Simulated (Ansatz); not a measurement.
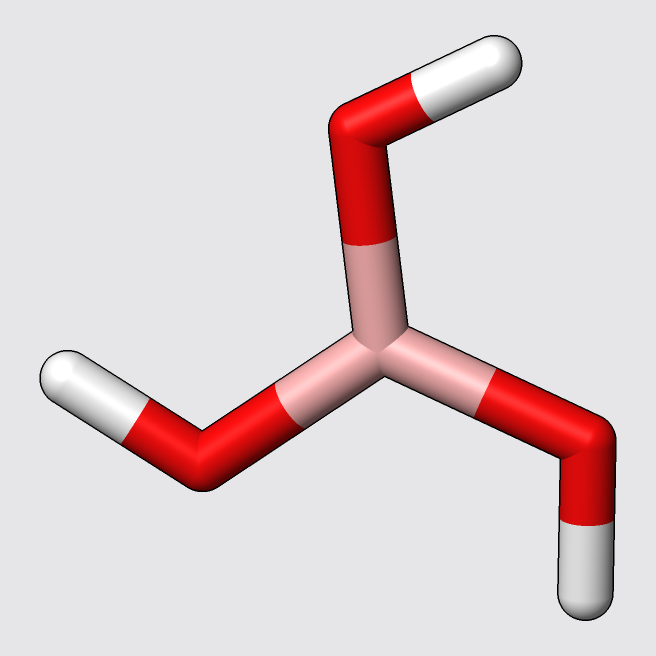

The picture shows a molecular structure as a stick model. Colours: boron pink, oxygen red, hydrogen white.

The computed structure is the end point of a PBE0-D4/def2-TZVP optimisation.

### Count the atoms of each element.

BH₃O₃, 7 atoms: 1 boron, 3 hydrogen and 3 oxygen.

### Which point group does it belong to?

C3h.

### How many sets of symmetry-equivalent atoms are there?

3: 1 B, 3 O, 3 H.

### How many bonds of each kind are drawn?

3 B–O, 3 O–H. Sticks follow a distance rule.
